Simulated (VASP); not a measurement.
Band structure of Ir (fcc). All values below come from vdW-DF-cx, VASP's PBE PAW potentials (set 64) (plane waves; VASP).

Unless said otherwise, spin-orbit coupling is left out, though it shifts the bands of the heavy elements here.

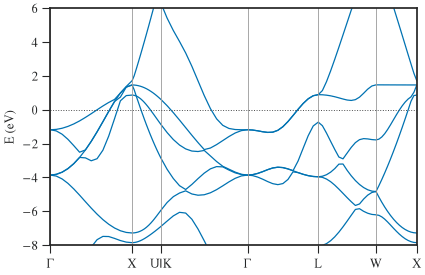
Figure. Bands along high-symmetry lines, zero at the valence-band maximum or, without a gap, the Fermi level

**Question.** Read the plot: is there a gap, and where are the band edges?

**Answer.** It has no gap at this level: it comes out as a metal or semimetal. (Edges off the drawn lines would not show.)

The compound is Ir in the fcc structure. It was relaxed first.
